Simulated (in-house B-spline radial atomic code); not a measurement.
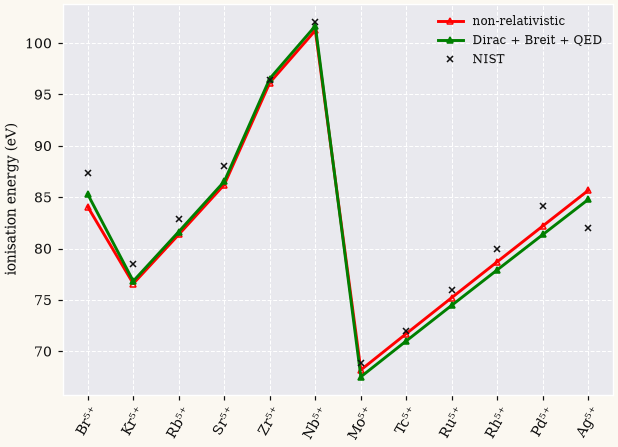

Ionisation energies with and without relativity, with NIST's values as crosses. System: Br⁵⁺, Kr⁵⁺, Rb⁵⁺, Sr⁵⁺, Zr⁵⁺, Nb⁵⁺, Mo⁵⁺, Tc⁵⁺, Ru⁵⁺, Rh⁵⁺, Pd⁵⁺ and Ag⁵⁺. Method: Hartree–Fock ΔSCF (computed with a B-spline radial code). Open p, d and f shells are averaged over both j, so the values don't run from ground level to ground level.

Question: Which has the highest ionisation energy with relativity?

Answer: Nb⁵⁺, 101.7 eV.

Question: For which species does relativity change the ionisation energy most?

Answer: Br⁵⁺: from 84.06 eV to 85.28 eV, a change of 1.22 eV.
